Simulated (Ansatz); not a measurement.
# The cluster HfSe2−: structure and electronic state

What does the cluster HfSe2− look like as a doublet, and where do its frontier electrons sit?

Computed with Ansatz 0.2.0, Gaussian basis. Level: UKS PBE0-D4/def2-TZVPD.

Levels to be run: relaxation at PBE0-D4/def2-TZVPD; a search for the lowest solution at PBE0-D4/def2-SVP; a single point at PBE0-D4/def2-TZVPD.

1 further run of the same task is left out (set aside as unsound or not needed). Runs told in other sessions of the task aren't counted.

## 1. Where the work starts

3 atoms, charge -1, spin multiplicity 2.

Atoms are counted from 1 here; the program's logs count them from 0.

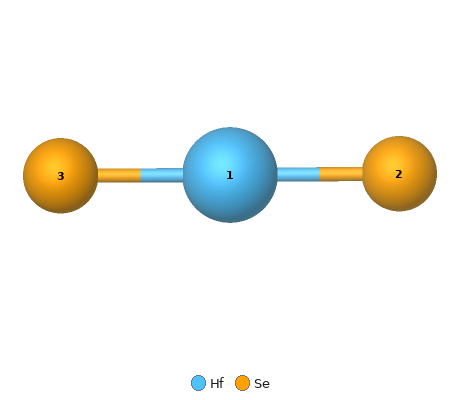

Start geometry, drawn with hafnium blue, selenium orange; atoms are numbered from 1 in the order of the file.

As a file:

```
Hf   -0.00048    0.00156   -0.00192
Se   -2.09444    0.63096    0.96657
Se    2.09492   -0.63252   -0.96465
```

Hf takes a core potential in the def2 sets. No spin-orbit coupling is included. The ion is computed in the gas phase, without counter-ions or solvent.

The start is a GFN1-xTB geometry.

## 2. Relaxation at PBE0-D4/def2-TZVPD

in.yaml reads:

```yaml
crystal:
  periodic: [false, false, false]
  atoms:
    - {symbol: Hf, position_ang: [-0.000480, 0.001560, -0.001920]}
    - {symbol: Se, position_ang: [-2.094440, 0.630960, 0.966570]}
    - {symbol: Se, position_ang: [2.094920, -0.632520, -0.964650]}
basis:
  gaussian: {orbitals: def2-TZVPD}
total_charge: -1
magnetization: {spin_polarized: true, initial_magnetization: 1}
hamiltonian: {xc: pbe0, dispersion: d4}
scf: {lower_state_search: "off"}
output: {orbitals: {seedname: orbitals}}
relax: {f_tol: 0.02, max_steps: 100}
```

The run is started by

```
$ ansatz run in.yaml --threads 4 --pin off --events-out ev --progress --plain --max-ram 3916MiB
```

What it wrote, shortened:

```text
Functional definition: PBE0
  name "PBE0"
  cite "Adamo & Barone, J. Chem. Phys. 110, 6158 (1999) doi:10.1063/1.478522"
  cite "Perdew, Burke & Ernzerhof, Phys. Rev. Lett. 77, 3865 (1996) doi:10.1103/PhysRevLett.77.3865"
  parent pbe
[...]
1186 factors; integrals over basis functions are off by at most 3.6e-4 eV
[...]
mean field -131993.63335780 eV, -4850.6765574010 hartree, gradient 3.0e-6 eV, S^2 0.759427; 0 other end points of the search recorded, 0 dependent functions left out
[...]
reference -131993.63339328 eV, -4850.6765587051 hartree; 41, 40 occupied and 116, 117 virtual orbitals, 1186 factors
relax step   1: F+E_penalty+E_count = -131993.72188314 eV  Δ(F+E_penalty+E_count) = +0.000e0 eV  max|allowed force component| = 8.886e-1 eV/Å  Δτ_max = 0.0000 Å  (20 SCF iters, accepted)
[...]
relax step   3: F+E_penalty+E_count = -131993.77061205 eV  Δ(F+E_penalty+E_count) = -4.873e-2 eV  max|allowed force component| = 3.650e-2 eV/Å  Δτ_max = 0.0475 Å  (28 SCF iters, accepted)
[...]
relax step   5: F+E_penalty+E_count = -131993.77651245 eV  Δ(F+E_penalty+E_count) = -5.684e-3 eV  max|allowed force component| = 4.978e-1 eV/Å  Δτ_max = 0.1179 Å  (36 SCF iters, accepted)
[...]
relax step   7: F+E_penalty+E_count = -131993.96759804 eV  Δ(F+E_penalty+E_count) = -1.503e-1 eV  max|allowed force component| = 8.754e-1 eV/Å  Δτ_max = 0.2000 Å  (33 SCF iters, accepted)
[...]
relax step   9: F+E_penalty+E_count = -131994.16222855 eV  Δ(F+E_penalty+E_count) = -4.338e-2 eV  max|allowed force component| = 6.559e-1 eV/Å  Δτ_max = 0.1738 Å  (35 SCF iters, accepted)
[...]
relax step  10: F+E_penalty+E_count = -131994.19250832 eV  Δ(F+E_penalty+E_count) = -3.028e-2 eV  max|allowed force component| = 9.300e-2 eV/Å  Δτ_max = 0.0595 Å  (29 SCF iters, accepted)
[...]
relax step  11: F+E_penalty+E_count = -131994.19312990 eV  Δ(F+E_penalty+E_count) = -6.216e-4 eV  max|allowed force component| = 1.635e-3 eV/Å  Δτ_max = 0.0071 Å  (30 SCF iters, accepted)
Total energy: -131994.19316622 eV, -4850.6971299810 hartree
Atom 0 at    -0.132305     0.475539    -0.598135 Å, force    -0.000296     0.000933    -0.001140 eV/Å
Atom 1 at    -1.773871     0.317174     1.147276 Å, force     0.001635    -0.000908    -0.000126 eV/Å
Atom 2 at     1.906175    -0.792712    -0.549142 Å, force    -0.001339    -0.000025     0.001266 eV/Å
Dipole moment:    -0.139413     0.501097    -0.630284 e Å
Checks for a lower state left out: stability, starts, cluster_reference, orbital_swaps, neighbouring_geometries, increment
```

It took 55 s on 4 threads of Arm Neoverse V1, shared host.

Step by step: (the energy doesn't fall at every step)

| step | energy from step 1 (eV) | largest force component (eV/Å) |
| --- | --- | --- |
| 1 | 0.0000 | 0.8886 |
| 2 | 0.0076 | 0.8377 |
| 3 | -0.0487 | 0.0365 |
| 4 | -0.0489 | 0.0164 |
| 5 | -0.0546 | 0.4978 |
| 6 | -0.0954 | 0.8409 |
| 7 | -0.2457 | 0.8754 |
| 8 | -0.3970 | 0.7613 |
| 9 | -0.4403 | 0.6559 |
| 10 | -0.4706 | 0.0930 |
| 11 | -0.4712 | 0.0016 |

The force was under the threshold of 0.02 eV/Å already at step 4, but the program went on to step 11.

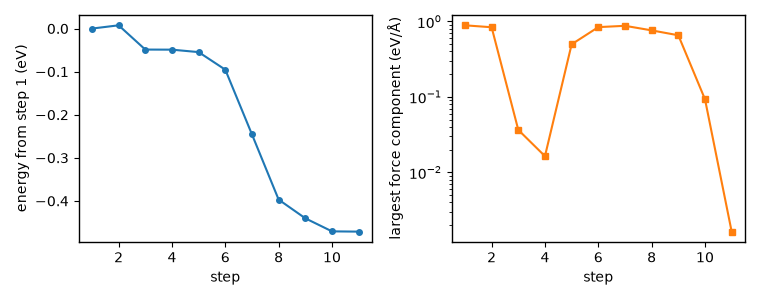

Energy and largest force along the relaxation.

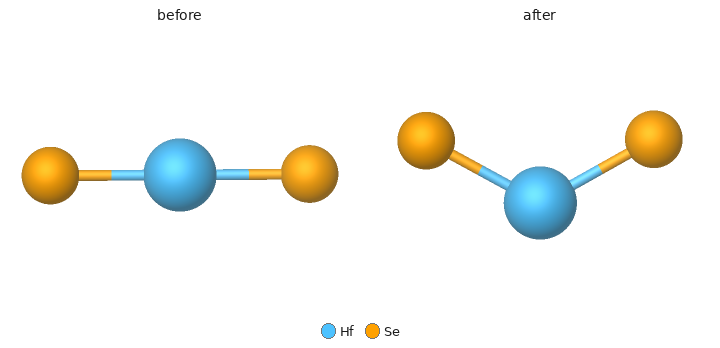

The geometry before (left) and after (right).

Distances of close pairs at the start and the end, largest changes first:

| bond | before (Å) | after (Å) | change (Å) |
| --- | --- | --- | --- |
| Hf1–Se2 | 2.391 | 2.401 | +0.010 |
| Hf1–Se3 | 2.392 | 2.401 | +0.010 |

Bonds by kind at the end (by distance):

| bond | count | shortest (Å) | longest (Å) |
| --- | --- | --- | --- |
| Hf–Se | 2 | 2.401 | 2.401 |

## 3. Searching for the lowest solution, PBE0-D4/def2-SVP

start.molden holds the orbitals of an earlier run on this state, given as this run's starting guess.

in.yaml reads:

```yaml
crystal:
  periodic: [false, false, false]
  atoms:
    - {symbol: Hf, position_ang: [-0.132305, 0.475539, -0.598135]}
    - {symbol: Se, position_ang: [-1.773871, 0.317174, 1.147276]}
    - {symbol: Se, position_ang: [1.906175, -0.792712, -0.549142]}
basis:
  gaussian: {orbitals: def2-SVP, initial_orbitals: start.molden}
total_charge: -1
magnetization: {spin_polarized: true, initial_magnetization: 1}
hamiltonian: {xc: pbe0, dispersion: d4}
output: {orbitals: {seedname: orbitals}}
```

Launched as before.

What it wrote, shortened:

```text
Functional definition: PBE0
  name "PBE0"
  cite "Adamo & Barone, J. Chem. Phys. 110, 6158 (1999) doi:10.1063/1.478522"
  cite "Perdew, Burke & Ernzerhof, Phys. Rev. Lett. 77, 3865 (1996) doi:10.1103/PhysRevLett.77.3865"
  parent pbe
[...]
938 factors; integrals over basis functions are off by at most 6.9e-4 eV
[...]
mean field -131977.63043423 eV, -4850.0884608069 hartree, gradient 1.8e-5 eV, S^2 0.755350; 3 other end points of the search recorded, 0 dependent functions left out
reference -131977.63046525 eV, -4850.0884619469 hartree; 41, 40 occupied and 55, 56 virtual orbitals, 938 factors
Total energy: -131977.72910178 eV, -4850.0920867726 hartree
```

Run time: 5.5 s. Hardware: 4 threads of Arm Neoverse V1, shared host.

From the report: HOMO -1.11 eV, LUMO 1.28 eV (over both spins); ⟨S²⟩ 0.755 (pure: 0.75).

## 4. Single point, PBE0-D4/def2-TZVPD

in.yaml: that of step 3 with these lines changed.

```diff
@@ -7,3 +7,3 @@
 basis:
-  gaussian: {orbitals: def2-SVP, initial_orbitals: start.molden}
+  gaussian: {orbitals: def2-TZVPD, initial_orbitals: start.molden}
 total_charge: -1
@@ -11,2 +11,3 @@
 hamiltonian: {xc: pbe0, dispersion: d4}
-output: {orbitals: {seedname: orbitals}}
+scf: {omitted_lower_state_checks: [starts]}
+output: {forces: true, orbitals: {seedname: orbitals}}
```

The command is unchanged.

What it wrote, shortened:

```text
Functional definition: PBE0
  name "PBE0"
  cite "Adamo & Barone, J. Chem. Phys. 110, 6158 (1999) doi:10.1063/1.478522"
  cite "Perdew, Burke & Ernzerhof, Phys. Rev. Lett. 77, 3865 (1996) doi:10.1103/PhysRevLett.77.3865"
  parent pbe
[...]
1106 factors; integrals over basis functions are off by at most 9.4e-4 eV
[...]
mean field -131994.09449044 eV, -4850.6935037132 hartree, gradient 2.5e-5 eV, S^2 0.755124; 0 other end points of the search recorded, 0 dependent functions left out
[...]
reference -131994.09452676 eV, -4850.6935050478 hartree; 41, 40 occupied and 116, 117 virtual orbitals, 1106 factors
Total energy: -131994.19316330 eV, -4850.6971298736 hartree
Atom 0 at    -0.132305     0.475539    -0.598135 Å, force    -0.000257     0.000923    -0.001161 eV/Å
Atom 1 at    -1.773871     0.317174     1.147276 Å, force     0.001615    -0.000910    -0.000105 eV/Å
Atom 2 at     1.906175    -0.792712    -0.549142 Å, force    -0.001358    -0.000013     0.001266 eV/Å
Dipole moment:    -0.139417     0.501099    -0.630284 e Å
Checks for a lower state left out: starts
```

Wall time 8.5 s (4 threads of Arm Neoverse V1, shared host).

From the report: HOMO -1.35 eV, LUMO 1.15 eV (over both spins); ⟨S²⟩ 0.755 (pure: 0.75).

Mulliken charges, from this run's orbitals:

| atom | value (e) |
| --- | --- |
| Hf1 | 0.26 |
| Se2 | -0.63 |
| Se3 | -0.63 |

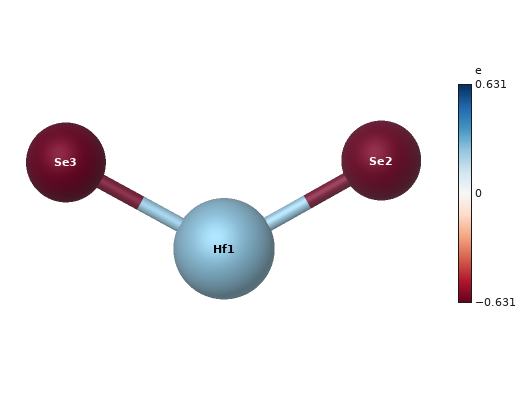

Mulliken charges, from this run's orbitals, as colours on the atoms.

Mulliken spin populations:

| atom | value (e) |
| --- | --- |
| Hf1 | 1.13 |
| Se2 | -0.06 |
| Se3 | -0.06 |

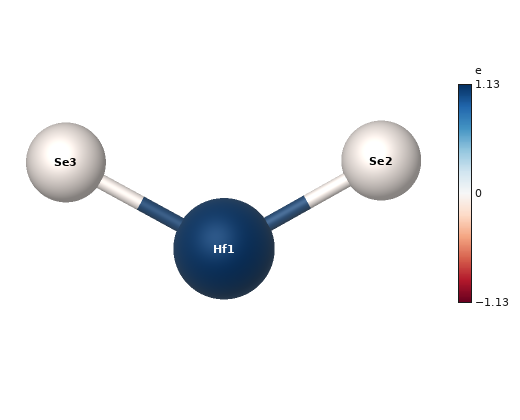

Mulliken spin populations, as colours on the atoms.

Largest Mayer bond orders: Hf1–Se2 1.90; Hf1–Se3 1.90.

The fields below are evaluated on a grid from the run's orbitals.

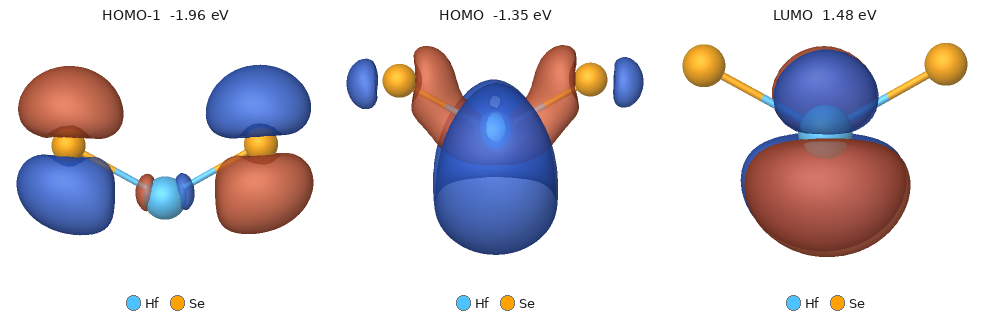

PBE0-D4/def2-TZVPD orbitals (alpha spin) near the gap, drawn at the value that encloses 70 % of each; the two colours are the two signs.

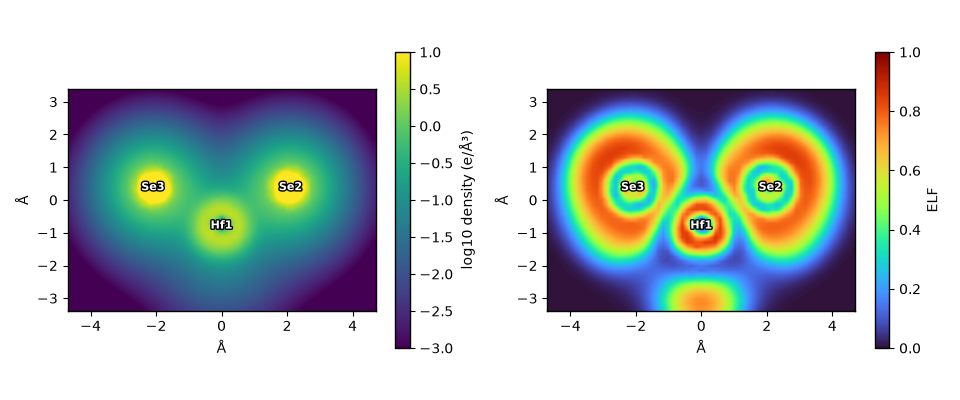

Density (left) and ELF (right) in a plane through or near 3 of the atoms.

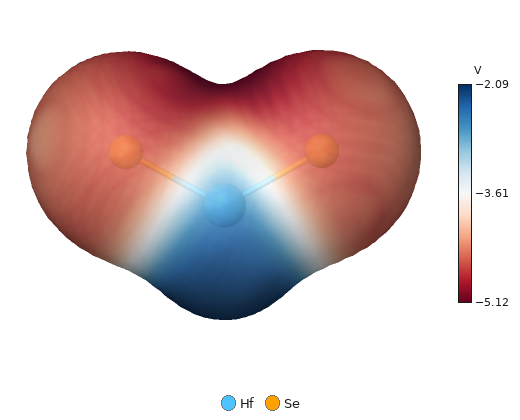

The potential that a unit positive charge feels on the 0.002 e/bohr³ surface, from -5.12 V near Se3 to -2.09 V near Hf1.

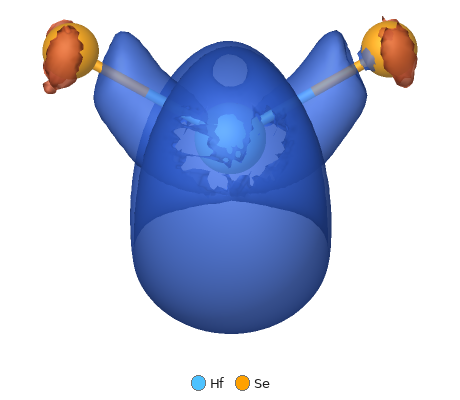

Spin density at ±0.01 e/Å³ (alpha excess blue, beta excess red).

## 5. What came out

| quantity | value |
| --- | --- |
| point group | C2v |
| near neighbours of the metal | Se 2.40, Se 2.40 Å |
| HOMO, LUMO at PBE0-D4/def2-TZVPD (over both spins) | -1.35, 1.15 eV |
| ⟨S²⟩ | 0.755 |
| charge on the metal (Mulliken, PBE0-D4/def2-TZVPD) | +0.26 e |
| spin on the metal (Mulliken) | 1.13 |

What this shows: The molecule keeps its bonding pattern by the stored test; the atoms moved 0.60 Å (rms), and the angle Se2–Hf1–Se3 went from 180° to 122°. Of 1 unpaired electron, 1.13 sit on the metal by Mulliken's count, more than all: the ligands carry opposite spin. No usable vibrations, so a minimum isn't proven. The alpha HOMO lies nearest to Hf1 84 %; Se2, Se3 about 8 % each and the alpha LUMO to Hf1 93 % (shares on a coarse grid); over both spins the LUMO of beta spin, not drawn, take the frontier's place. Whether this spin is the lowest isn't tested here.
